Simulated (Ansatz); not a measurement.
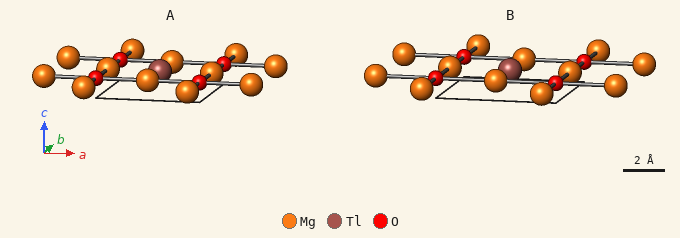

Two geometries of a free-standing layer of Mg₂TlO (a generated structure, set up in P4/mmm) (coarse preliminary run), drawn at one scale. One is the start of a relaxation, the other its converged end. A ball-and-stick model of the cell of the calculation, outlined in the plane, without the vacuum, seen slightly off an axis.

Computed with Ansatz, DFT PBE, scalar-relativistic, plane waves, PAW. (plane-wave cutoff 420 eV; k-point mesh 4 × 4 × 1; occupations gaussian; smearing width 0.1 eV; no spin polarisation; cell and atoms relaxed; force threshold 0.04 eV/Å; at most 70 steps)

Which geometry has the lower energy?

Structure A is the relaxed one. After 4 accepted moves (5 points after the start) the energy has fallen by 1.389 eV per cell of the calculation. All forces vanish by symmetry, so only the cell relaxes. At 1 point the geometry stayed and the basis and grid were re-selected for the new cell (energy shift of 6.6 meV per cell of the calculation at most each time). The atoms keep their places relative to the cell and the layer's centre (all moves are under 0.005 Å). In the plane the drawn cell goes a 6.087 → 5.257 Å (−13.6 %), b 6.087 → 5.257 Å (−13.6 %). Near-neighbour distances that change, for instance: Mg–Tl 3.043 → 2.629 Å, Mg–O 3.043 → 2.629 Å. The program noted that it reset the height of the cell. The run took 2.7 min on 1 thread of Intel(R) Xeon(R) Processor @ 2.50GHz (Skylake/Cascade Lake), on a shared host, peak memory 0.83 GiB.

Limits of the set-up: the cell has an odd number of electrons but was run without spin polarisation; an odd number of electrons was run without spin polarisation, which fails if the electron would localise.
